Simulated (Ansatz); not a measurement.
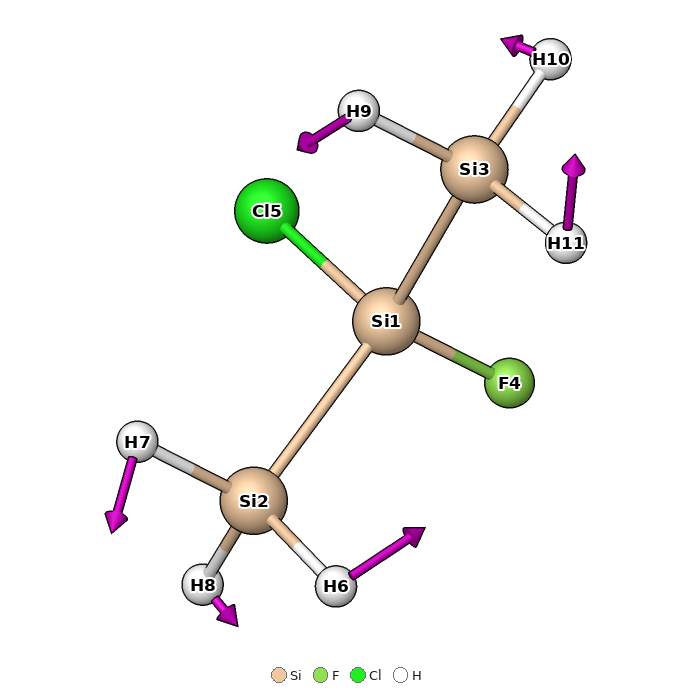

The arrows show one normal mode. Harmonic vibrations computed with RKS PBE0-D4/def2-TZVP (Ansatz 0.2.0) at a stationary point of the same level.

Question: What kind of motion is it?

Answer: Mostly H–Si–Si bending.

Question: Estimate its harmonic wavenumber.

Answer: 487 cm⁻¹; it is mode 10 of 27 counted from the lowest.
